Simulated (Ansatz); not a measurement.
**Rb$_{3}$H$_{3}$: a changed input and its effect**

System: Rb$_{3}$H$_{3}$, charge +1, multiplicity 2.
Method of run 1: UKS PBE0-D4/def2-TZVP (Ansatz 0.2.0).

The geometry comes from this level: PBE0-D4/def2-TZVP. Text and figures count atoms from 1; the logs count them from 0 in places.

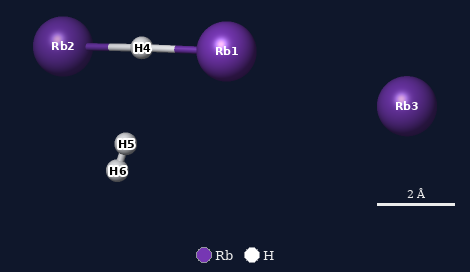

**Figure 1.** The structure (ball-and-stick view, seen on its broad side; atoms are numbered from 1 in the order of the input). Sticks mark near contacts.

## The input, run 1
```yaml
crystal:
  periodic: [false, false, false]
  atoms:
    - {symbol: Rb, position_ang: [-0.870681, 0.252315, 2.036217]}
    - {symbol: Rb, position_ang: [1.960846, -2.830263, -0.842864]}
    - {symbol: Rb, position_ang: [-5.344535, 2.622197, 0.540525]}
    - {symbol: H, position_ang: [0.626087, -1.321897, 0.645943]}
    - {symbol: H, position_ang: [1.639849, 0.433192, -0.928306]}
    - {symbol: H, position_ang: [1.988434, 0.844465, -1.451526]}
basis:
  gaussian: {orbitals: def2-TZVP, initial_orbitals: start.molden}
total_charge: 1
magnetization: {spin_polarized: true, initial_magnetization: 1}
hamiltonian: {xc: pbe0, dispersion: d4}
scf: {omitted_lower_state_checks: [starts]}
output: {orbitals: {seedname: orbitals}}
```

Launched with:
```bash
ansatz run in.yaml --threads 4 --pin off --events-out ev --progress --plain --max-ram 3916MiB
```

Hardware: 4 threads of Arm Neoverse V2, 95 GiB of memory available, shared host.

## Output (run 1)
```
Functional definition: PBE0
  parameter a = 0.25
  parameter kappa = 0.804
  parameter beta = 0.06672455060314922
  exchange = (1 - a)*pbe_x(kappa = kappa, mu = beta*pi^2/3) + a*exact_x
  correlation = pbe_c(beta = beta)
these checks for a lower state are left out or cut short: starts
1104 factors; their error is unknown
mean field evaluation 1: about -1991.7811 eV, gradient 4.2e1 eV
mean field evaluation 2: about -2003.8725 eV, gradient 1.6e1 eV
mean field evaluation 4: about -2010.9063 eV, gradient 6.8e-1 eV
mean field evaluation 8: about -2010.9188 eV, gradient 1.8e-4 eV
mean field -2010.91878470 eV, -73.8999022881 hartree, gradient 2.1e-5 eV, S^2 0.750107; 0 other end points of the search recorded, 0 dependent functions left out
reference -2010.91885195 eV, -73.8999047594 hartree; 15, 14 occupied and 102, 103 virtual orbitals, 1104 factors
Total energy: -2011.02353922 eV, -73.9037519457 hartree
Checks for a lower state left out: starts
```

For run 2 the input was changed thus:
```diff
-hamiltonian: {xc: pbe0, dispersion: d4}
+hamiltonian: {xc: r2scan, dispersion: d4}
```

What does this change do to the results?

The total energies belong to different models, so their difference says nothing on which is more stable or more accurate. The HOMO goes from −5.43 to −4.97 eV. The LUMO goes from −3.77 to −3.88 eV. On the same kind of shared host run 2 took about 2.1 times as long.

## Output (run 2)
```
Functional definition: r2SCAN
  parameter k0 = 0.174
  parameter k1 = 0.065
  parameter a1 = 4.9479
  exchange = r2scan_x(k0 = k0, k1 = k1, a1 = a1)
  correlation = r2scan_c
these checks for a lower state are left out or cut short: starts
1104 factors; their error is unknown
mean field evaluation 1: about -2012.2830 eV, gradient 1.2e0 eV
mean field evaluation 2: about -2012.2939 eV, gradient 1.3e-2 eV
mean field evaluation 4: about -2012.2900 eV, gradient 5.2e-5 eV
mean field -2012.28996514 eV, -73.9502922399 hartree, gradient 1.2e-5 eV, S^2 0.750283; 0 other end points of the search recorded, 0 dependent functions left out
reference -2012.29001777 eV, -73.9502941738 hartree; 15, 14 occupied and 102, 103 virtual orbitals, 1104 factors
Total energy: -2012.31785745 eV, -73.9513172632 hartree
Checks for a lower state left out: starts
```

## The two runs side by side

```tsv
quantity	run 1	run 2
outcome	converged	converged
total energy (hartree)	−73.903752	−73.951317
HOMO (eV)	−5.43	−4.97
LUMO (eV)	−3.77	−3.88
⟨S²⟩	0.750	0.750
basis functions	117	117
wall time (shared host)	2.7 s	5.5 s
```
